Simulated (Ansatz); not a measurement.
# BNHS (quartet): correlated methods under varied settings at distance B1–S2 = 3.186 Å

Aim: run BNHS (quartet) at one geometry under a spread of methods and options, and see what each costs and gives.

Program: Ansatz 0.2.0, Gaussian basis. Level of theory: the settings change from run to run. These are calculated values, not measurements.

42 further runs of the same task are left out: 5 for a known fault of the program, 1 for a mislabelled method, 29 that didn't finish, 7 set aside as unsound or not needed.

## 1. The system

The geometry derives from a PBE0/def2-TZVP stationary point (not a proven minimum). One bond is set to the value named and the two fragments are kept rigid.

4 atoms, charge 0, spin multiplicity 4.

Atoms are counted from 1 here; the program's logs count them from 0.

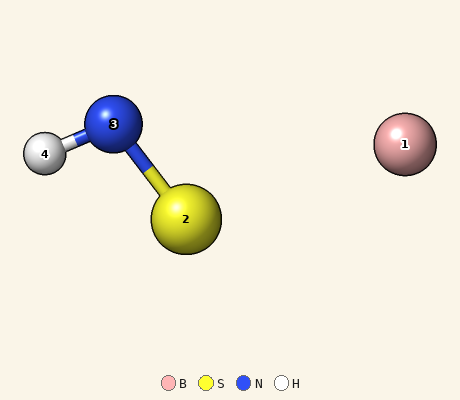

The structure; boron pink, sulfur yellow, nitrogen blue, hydrogen white; atoms are numbered from 1 in the order of the file.

## 2. HF/cc-pVDZ

Input file in.yaml:

```yaml
crystal:
  periodic: [false, false, false]
  atoms:
    - {symbol: B, position_ang: [0.000000, -1.380051, 2.405448]}
    - {symbol: S, position_ang: [0.000000, 0.592218, -0.096701]}
    - {symbol: N, position_ang: [0.000000, -0.317763, -1.474587]}
    - {symbol: H, position_ang: [0.000000, 0.378048, -2.232778]}
basis:
  gaussian: {orbitals: cc-pVDZ}
magnetization: {spin_polarized: true, initial_magnetization: 3}
hamiltonian: {xc: hf}
scf: {lower_state_search: light}
output: {forces: true, orbitals: {seedname: orbitals}}
```

Command:

```
$ ansatz run in.yaml --threads 1 --pin off --events-out ev --progress --plain --max-ram 2393MiB
```

The log of the run:

```text
Functional definition: HF
  name "HF"
  cite "Fock, Z. Phys. 61, 126 (1930) doi:10.1007/BF01340294"
  parent pbe
  exchange = exact_x
  correlation = 0
506 factors; integrals over basis functions are off by at most 1.2e-3 eV
mean field evaluation 1: about -12977.9174 eV, gradient 1.6e1 eV
mean field evaluation 2: about -12977.9771 eV, gradient 1.6e1 eV
mean field evaluation 4: about -12980.2748 eV, gradient 3.2e0 eV
mean field evaluation 8: about -12980.6314 eV, gradient 6.8e-1 eV
mean field evaluation 16: about -12980.6658 eV, gradient 1.3e-4 eV
mean field evaluation 32: about -12980.6517 eV, gradient 3.9e-2 eV
mean field evaluation 64: about -12980.3891 eV, gradient 2.7e-1 eV
mean field evaluation 96: about -12980.2517 eV, gradient 2.2e0 eV
mean field evaluation 128: about -12980.6362 eV, gradient 7.0e-2 eV
mean field evaluation 160: about -12980.4460 eV, gradient 1.5e0 eV
mean field evaluation 192: about -12978.6987 eV, gradient 3.7e-1 eV
mean field evaluation 224: about -12980.6657 eV, gradient 8.6e-3 eV
mean field -12980.66579875 eV, -477.0306694928 hartree, gradient 8.9e-6 eV, S^2 3.790625; 4 other end points of the search recorded, 0 dependent functions left out
the calculation of the forces begins
reference -12980.66579875 eV, -477.0306694928 hartree; 16, 13 occupied and 35, 38 virtual orbitals, 506 factors
Total energy: -12980.66579875 eV, -477.0306694928 hartree
Atom 0 at     0.000000    -1.380051     2.405448 Å, force     0.000000    -0.048587     0.065155 eV/Å
Atom 1 at     0.000000     0.592218    -0.096701 Å, force    -0.000000    -0.580583    -0.525388 eV/Å
Atom 2 at     0.000000    -0.317763    -1.474587 Å, force     0.000000     1.238464     0.430379 eV/Å
Atom 3 at     0.000000     0.378048    -2.232778 Å, force    -0.000000    -0.609295     0.029854 eV/Å
Dipole moment:     0.000000     0.312501    -0.174685 e Å
```

It took 15 s on 1 thread of AMD EPYC, shared host.

From the report: ⟨S²⟩ of the determinant 3.791 (pure quartet: 3.75).

## 3. MP2 on UHF/cc-pVDZ

in.yaml: that of step 2 with these lines changed.

```diff
@@ -10,4 +10,4 @@
 magnetization: {spin_polarized: true, initial_magnetization: 3}
-hamiltonian: {xc: hf}
-scf: {lower_state_search: light}
-output: {forces: true, orbitals: {seedname: orbitals}}
+correlation: {method: mp2, electrons: all}
+accuracy: high
+output: {forces: true}
```

The command is unchanged.

The log of the run, cut to the lines that bear on the results:

```text
Functional definition: HF
  name "HF"
  cite "Fock, Z. Phys. 61, 126 (1930) doi:10.1007/BF01340294"
  parent pbe
[...]
1070 factors; integrals over basis functions are off by at most 3.4e-9 eV
[...]
mean field -12980.66595532 eV, -477.0306752465 hartree, gradient 2.4e-8 eV, S^2 3.790625; 13 other end points of the search recorded, 0 dependent functions left out
reference -12980.66595532 eV, -477.0306752465 hartree; 16, 13 occupied and 35, 38 virtual orbitals, 1070 factors
second order -8.29928038 eV of doubles, -0.00000000 eV of singles
[...]
Total energy: -12988.96523569 eV, -477.3356681749 hartree
Atom 0 at     0.000000    -1.380051     2.405448 Å, force     0.000000     0.008361    -0.004681 eV/Å
Atom 1 at     0.000000     0.592218    -0.096701 Å, force    -0.000000    -1.501970    -1.710985 eV/Å
Atom 2 at     0.000000    -0.317763    -1.474587 Å, force     0.000000     1.619543     2.275630 eV/Å
Atom 3 at     0.000000     0.378048    -2.232778 Å, force    -0.000000    -0.125934    -0.559963 eV/Å
Dipole moment:    -0.000000     0.346527    -0.160817 e Å
```

It took 34 s on 1 thread of AMD EPYC, shared host.

From the report: ⟨S²⟩ of the determinant 3.791 (pure quartet: 3.75).

## 4. MRCISD+Q(9,8)/STO-3G

in.yaml: that of step 3 with these lines changed.

```diff
@@ -8,6 +8,4 @@
 basis:
-  gaussian: {orbitals: cc-pVDZ}
-magnetization: {spin_polarized: true, initial_magnetization: 3}
-correlation: {method: mp2, electrons: all}
-accuracy: high
-output: {forces: true}
+  gaussian: {orbitals: STO-3G}
+magnetization: {spin_polarized: false, initial_magnetization: 3}
+correlation: {method: fic_mrcisd_q, electrons: valence, active_space: {window: {electrons: 9, orbitals: 8}}}
```

Same command.

The log of the run, cut to the lines that bear on the results:

```text
Functional definition: HF
  name "HF"
  cite "Fock, Z. Phys. 61, 126 (1930) doi:10.1007/BF01340294"
  parent pbe
[...]
234 factors; integrals over basis functions are off by at most 3.7e-5 eV
[...]
mean field -12832.28241317 eV, -471.5776806507 hartree, gradient 2.3e-6 eV, S^2 3.750000; 19 other end points of the search recorded, 0 dependent functions left out
reference -12832.28241317 eV, -471.5776806507 hartree; 16, 13 occupied and 4, 7 virtual orbitals, 234 factors
state -12834.01728825 eV, -471.6414361339 hartree
contracted CI cycle   1: correlation 0.00000000 eV, 0.0000000000 hartree, residual 5.87e0 eV
contracted CI cycle   2: correlation -1.36858517 eV, -0.0502945772 hartree, residual 1.98e0 eV
contracted CI cycle   3: correlation -1.46313784 eV, -0.0537693238 hartree, residual 4.60e-1 eV
[...]
state -12833.61899893 eV, -471.6267992714 hartree
contracted CI cycle   1: correlation 0.00000000 eV, 0.0000000000 hartree, residual 9.02e0 eV
contracted CI cycle   2: correlation -1.71012873 eV, -0.0628460718 hartree, residual 1.79e0 eV
contracted CI cycle   3: correlation -1.79539334 eV, -0.0659794882 hartree, residual 4.25e-1 eV
contracted CI cycle   4: correlation -1.80037842 eV, -0.0661626866 hartree, residual 1.19e-1 eV
contracted CI cycle   5: correlation -1.80077212 eV, -0.0661771550 hartree, residual 3.24e-2 eV
contracted CI cycle   6: correlation -1.80080425 eV, -0.0661783357 hartree, residual 9.16e-3 eV
contracted CI cycle   7: correlation -1.80080700 eV, -0.0661784365 hartree, residual 3.29e-3 eV
contracted CI cycle   8: correlation -1.80080732 eV, -0.0661784483 hartree, residual 1.11e-3 eV
state -12833.61899893 eV, -471.6267992714 hartree; corrected -12835.50162231 eV, -471.6959844044 hartree
state -12834.01728825 eV, -471.6414361339 hartree; corrected -12835.59317668 eV, -471.6993489654 hartree
Total energy: -12835.59317668 eV, -471.6993489654 hartree
```

Run time: 43 s. Hardware: 1 thread of AMD EPYC, shared host.

From the report: 792 determinants; active occupations 1.98, 1.97, 1.95, 1.02, 1.01, 1.00, 0.05, 0.03.

## 5. CCSDT on ROHF/STO-3G

in.yaml: that of step 4 with these lines changed.

```diff
@@ -10,2 +10,2 @@
 magnetization: {spin_polarized: false, initial_magnetization: 3}
-correlation: {method: fic_mrcisd_q, electrons: valence, active_space: {window: {electrons: 9, orbitals: 8}}}
+correlation: {method: ccsdt, electrons: outside_noble_gas}
```

The command is unchanged.

The log of the run, cut to the lines that bear on the results:

```text
Functional definition: HF
  name "HF"
  cite "Fock, Z. Phys. 61, 126 (1930) doi:10.1007/BF01340294"
  parent pbe
[...]
329 factors; integrals over basis functions are off by at most 4.4e-8 eV
[...]
mean field -12832.28255258 eV, -471.5776857738 hartree, gradient 2.3e-6 eV, S^2 3.750000; 27 other end points of the search recorded, 0 dependent functions left out
[...]
determinant -12832.28255258 eV, -471.5776857738 hartree, with singles and doubles -12835.54848079 eV, -471.6977064217 hartree
determinant -12832.28030822 eV, -471.5776032953 hartree, with singles and doubles -12835.54726571 eV, -471.6976617686 hartree
determinant -12832.15836288 eV, -471.5731218863 hartree, with singles and doubles -12835.41690566 eV, -471.6928711251 hartree
determinant -12830.87816395 eV, -471.5260754436 hartree, with singles and doubles -12833.44357135 eV, -471.6203524267 hartree
[...]
determinant -12828.65991525 eV, -471.4445563075 hartree, with singles and doubles -12831.04523975 eV, -471.5322153661 hartree
determinant -12832.28255258 eV, -471.5776857738 hartree, with singles and doubles -12835.55087865 eV, -471.6977945415 hartree
determinant -12832.28030822 eV, -471.5776032953 hartree, with singles and doubles -12835.54946425 eV, -471.6977425634 hartree
determinant -12832.15836288 eV, -471.5731218863 hartree, with singles and doubles -12835.41872285 eV, -471.6929379056 hartree
[...]
7 core orbitals not correlated: weight in the atoms' cores, before any rotation towards them, 1.000 or more for the frozen orbitals, at most 0.000 for the correlated occupied ones
reference -12832.28255258 eV, -471.5776857738 hartree; 9, 6 occupied and 4, 7 virtual orbitals, 329 factors
second order -1.93969342 eV of doubles, -0.02617013 eV of singles
cycle   1  -2.54509420 eV  change   -5.8e-1 eV  update   9.7e-2
[...]
cycle  49  -3.29753991 eV  change    1.7e-7 eV  update   1.1e-6
Total energy: -12835.58009249 eV, -471.6988681303 hartree
```

It took 33 s on 1 thread of AMD EPYC, shared host.

From the report: correlation -3.2975 eV; T1 0.046; largest double amplitude 0.13.

## 6. BCCD on ROHF/STO-3G

in.yaml: that of step 5 with these lines changed.

```diff
@@ -10,2 +10,2 @@
 magnetization: {spin_polarized: false, initial_magnetization: 3}
-correlation: {method: ccsdt, electrons: outside_noble_gas}
+correlation: {method: bccd, electrons: valence}
```

The command is unchanged.

The log of the run, cut to the lines that bear on the results:

```text
Functional definition: HF
  name "HF"
  cite "Fock, Z. Phys. 61, 126 (1930) doi:10.1007/BF01340294"
  parent pbe
[...]
234 factors; integrals over basis functions are off by at most 3.7e-5 eV
[...]
mean field -12832.28241317 eV, -471.5776806507 hartree, gradient 2.3e-6 eV, S^2 3.750000; 27 other end points of the search recorded, 0 dependent functions left out
[...]
determinant -12832.28241317 eV, -471.5776806507 hartree, with singles and doubles -12835.54833646 eV, -471.6977011179 hartree
determinant -12832.28015890 eV, -471.5775978078 hartree, with singles and doubles -12835.54711187 eV, -471.6976561150 hartree
determinant -12832.15823470 eV, -471.5731171761 hartree, with singles and doubles -12835.41677319 eV, -471.6928662567 hartree
determinant -12830.87800143 eV, -471.5260694712 hartree, with singles and doubles -12833.44340178 eV, -471.6203461951 hartree
[...]
determinant -12828.65976776 eV, -471.4445508872 hartree, with singles and doubles -12831.04508635 eV, -471.5322097285 hartree
determinant -12832.28241317 eV, -471.5776806507 hartree, with singles and doubles -12835.55073326 eV, -471.6977891985 hartree
determinant -12832.28015890 eV, -471.5775978078 hartree, with singles and doubles -12835.54931102 eV, -471.6977369323 hartree
determinant -12832.15823470 eV, -471.5731171761 hartree, with singles and doubles -12835.41858987 eV, -471.6929330185 hartree
7 core orbitals not correlated: weight in the atoms' cores, before any rotation towards them, 1.000 or more for the frozen orbitals, at most 0.000 for the correlated occupied ones
reference -12832.28241317 eV, -471.5776806507 hartree; 9, 6 occupied and 4, 7 virtual orbitals, 234 factors
second order -1.93969075 eV of doubles, -0.02617026 eV of singles
cycle   1  -3.26603222 eV  change    2.3e-3 eV  update   3.0e-2
[...]
cycle  13  -3.23515145 eV  change    7.1e-6 eV  update   1.3e-5
Total energy: -12835.51756463 eV, -471.6965702737 hartree
```

It took 20 s on 1 thread of AMD EPYC, shared host.

From the report: correlation -3.2352 eV; largest double amplitude 0.10.

## 7. NEVPT2(13,9)/STO-3G

in.yaml: that of step 6 with these lines changed.

```diff
@@ -8,4 +8,5 @@
 basis:
-  gaussian: {orbitals: STO-3G}
+  gaussian: {orbitals: STO-3G, point_charges: [{charge: -1.00, position_ang: [4.111, -0.534, -0.156]}]}
 magnetization: {spin_polarized: false, initial_magnetization: 3}
-correlation: {method: bccd, electrons: valence}
+correlation: {method: sc_nevpt2, electrons: outside_noble_gas, active_space: {window: {electrons: 13, orbitals: 9}}}
+accuracy: high
```

The command is unchanged.

The log of the run, cut to the lines that bear on the results:

```text
Functional definition: HF
  name "HF"
  cite "Fock, Z. Phys. 61, 126 (1930) doi:10.1007/BF01340294"
  parent pbe
[...]
337 factors; integrals over basis functions are off by at most 3.0e-8 eV
[...]
mean field -12832.28098730 eV, -471.5776282509 hartree, gradient 1.7e-8 eV, S^2 3.750000; 13 other end points of the search recorded, 0 dependent functions left out
reference -12832.28098730 eV, -471.5776282509 hartree; 16, 13 occupied and 4, 7 virtual orbitals, 337 factors
state -12833.73117857 eV, -471.6309217969 hartree
state -12833.73117857 eV, -471.6309217969 hartree; corrected -12834.72465445 eV, -471.6674313622 hartree
state -12833.12516526 eV, -471.6086512188 hartree
state -12833.12516526 eV, -471.6086512188 hartree; corrected -12834.64064197 eV, -471.6643439606 hartree
state -12833.73117857 eV, -471.6309217969 hartree; corrected -12834.72465445 eV, -471.6674313622 hartree
Total energy: -12834.72465445 eV, -471.6674313622 hartree
```

It took 21 s on 1 thread of AMD EPYC, shared host.

From the report: 1,134 determinants; active occupations 2.00, 2.00, 1.98, 1.96, 1.95, 1.04, 1.03, 1.00, 0.05.

## 8. CCSD on ROHF/cc-pVDZ

Input file in.yaml:

```yaml
crystal:
  periodic: [false, false, false]
  atoms:
    - {symbol: B, position_ang: [0.000000, -1.380051, 2.405448]}
    - {symbol: S, position_ang: [0.000000, 0.592218, -0.096701]}
    - {symbol: N, position_ang: [0.000000, -0.317763, -1.474587]}
    - {symbol: H, position_ang: [0.000000, 0.378048, -2.232778]}
basis:
  gaussian: {orbitals: cc-pVDZ}
magnetization: {spin_polarized: false, initial_magnetization: 3}
correlation: {method: ccsd, electrons: outside_noble_gas, diis_vectors: 1}
```

Same command.

The log of the run, cut to the lines that bear on the results:

```text
Functional definition: HF
  name "HF"
  cite "Fock, Z. Phys. 61, 126 (1930) doi:10.1007/BF01340294"
  parent pbe
[...]
506 factors; integrals over basis functions are off by at most 1.2e-3 eV
[...]
mean field -12980.29052580 eV, -477.0168784664 hartree, gradient 2.6e-6 eV, S^2 3.750000; 20 other end points of the search recorded, 0 dependent functions left out
[...]
determinant -12980.29052580 eV, -477.0168784664 hartree, with singles and doubles -12990.15776620 eV, -477.3794928627 hartree
determinant -12980.25835126 eV, -477.0156960736 hartree, with singles and doubles -12990.13009556 eV, -477.3784759855 hartree
determinant -12980.02111703 eV, -477.0069778766 hartree, with singles and doubles -12989.89195451 eV, -477.3697244632 hartree
determinant -12978.76955633 eV, -476.9609838691 hartree, with singles and doubles -12987.90885360 eV, -477.2968468490 hartree
[...]
determinant -12976.79273309 eV, -476.8883369549 hartree, with singles and doubles -12985.95887175 eV, -477.2251863379 hartree
determinant -12980.29052580 eV, -477.0168784664 hartree, with singles and doubles -12990.16120350 eV, -477.3796191812 hartree
determinant -12980.25835126 eV, -477.0156960736 hartree, with singles and doubles -12990.13324985 eV, -477.3785919035 hartree
determinant -12980.02111703 eV, -477.0069778766 hartree, with singles and doubles -12989.89470898 eV, -477.3698256881 hartree
7 core orbitals not correlated: weight in the atoms' cores, before any rotation towards them, 1.000 or more for the frozen orbitals, at most 0.000 for the correlated occupied ones
reference -12980.29052580 eV, -477.0168784664 hartree; 9, 6 occupied and 35, 38 virtual orbitals, 506 factors
second order -8.21907348 eV of doubles, -0.23260461 eV of singles
cycle   1  -9.87068393 eV  change   -6.2e-6 eV  update   4.1e-6
cycle   2  -9.87068926 eV  change   -5.3e-6 eV  update   3.0e-6
Total energy: -12990.16121507 eV, -477.3796196062 hartree
```

Run time: 71 s. Hardware: 1 thread of AMD EPYC, shared host.

From the report: correlation -9.8707 eV; T1 0.051; largest double amplitude 0.09.

## 9. CCSD(T) on ROHF/6-31G

in.yaml: that of step 8 with these lines changed.

```diff
@@ -8,4 +8,5 @@
 basis:
-  gaussian: {orbitals: cc-pVDZ}
+  gaussian: {orbitals: 6-31G}
 magnetization: {spin_polarized: false, initial_magnetization: 3}
-correlation: {method: ccsd, electrons: outside_noble_gas, diis_vectors: 1}
+correlation: {method: ccsd_t, electrons: valence}
+output: {forces: true}
```

Launched as before.

The log of the run, cut to the lines that bear on the results:

```text
Functional definition: HF
  name "HF"
  cite "Fock, Z. Phys. 61, 126 (1930) doi:10.1007/BF01340294"
  parent pbe
[...]
431 factors; integrals over basis functions are off by at most 2.4e-4 eV
[...]
mean field -12977.69064697 eV, -476.9213346816 hartree, gradient 7.9e-6 eV, S^2 3.750000; 20 other end points of the search recorded, 0 dependent functions left out
[...]
determinant -12977.69064697 eV, -476.9213346816 hartree, with singles and doubles -12983.35235344 eV, -477.1293985566 hartree
determinant -12977.66429509 eV, -476.9203662676 hartree, with singles and doubles -12983.32328853 eV, -477.1283304409 hartree
determinant -12977.45678486 eV, -476.9127404073 hartree, with singles and doubles -12983.09526952 eV, -477.1199508967 hartree
determinant -12976.14533340 eV, -476.8645454554 hartree, with singles and doubles -12980.93263491 eV, -477.0404755406 hartree
[...]
7 core orbitals not correlated: weight in the atoms' cores, before any rotation towards them, 1.000 or more for the frozen orbitals, at most 0.000 for the correlated occupied ones
reference -12977.69064697 eV, -476.9213346816 hartree; 9, 6 occupied and 17, 20 virtual orbitals, 431 factors
second order -4.38816680 eV of doubles, -0.08791541 eV of singles
cycle   1  -5.66637847 eV  change   -3.1e-6 eV  update   3.1e-6
[...]
cycle  10  -5.66638238 eV  change    2.4e-8 eV  update   1.1e-8
perturbative correction -0.12709625 eV, -0.0046707011 hartree
[...]
Total energy: -12983.48412560 eV, -477.1342410942 hartree
Atom 0 at     0.000000    -1.380051     2.405448 Å, force     0.000000    -0.011818     0.024039 eV/Å
Atom 1 at     0.000000     0.592218    -0.096701 Å, force     0.000000     0.782449     2.803031 eV/Å
Atom 2 at     0.000000    -0.317763    -1.474587 Å, force     0.000000    -0.053068    -1.463412 eV/Å
Atom 3 at     0.000000     0.378048    -2.232778 Å, force     0.000000    -0.717563    -1.363658 eV/Å
Dipole moment:     0.000000     0.359845    -0.207181 e Å
```

It took 48 s on 1 thread of AMD EPYC, shared host.

From the report: correlation -5.7935 eV; T1 0.058; largest double amplitude 0.10.

## 10. All runs side by side

Where basis and cores are those of an earlier UCCSDT(Q)/cc-pVDZ run (-12990.5533 eV), and the state is the same kind, the miss against it is given.

```csv
level,correlated,functions,energy (eV),from UCCSDT(Q) (meV),time
HF/cc-pVDZ,,51,-12980.6658,9887.5,15 s
MP2 on UHF/cc-pVDZ,all,51,-12988.9652,,34 s
"MRCISD+Q(9,8)/STO-3G",valence,20,-12835.5932,,43 s
CCSDT on ROHF/STO-3G,outside noble gas,20,-12835.5801,,33 s
BCCD on ROHF/STO-3G,valence,20,-12835.5176,,20 s
"NEVPT2(13,9)/STO-3G (beside a point charge)",outside noble gas,20,-12834.7247,,21 s
CCSD on ROHF/cc-pVDZ,outside noble gas,51,-12990.1612,392.1,71 s
CCSD(T) on ROHF/6-31G,valence,33,-12983.4841,,48 s
```

## 11. Summary of results

```
quantity                       value
    runs                           8
quickest            HF/cc-pVDZ, 15 s
 slowest  CCSD on ROHF/cc-pVDZ, 71 s
```

**Reading.** Total energies in different bases, with other cores or another treatment of relativity can't be set against each other. CCSD on ROHF/cc-pVDZ took 5 times as long as HF/cc-pVDZ; the jobs differ in more than the method. Hartree-Fock, CASSCF and CASCI lack dynamic correlation by design.
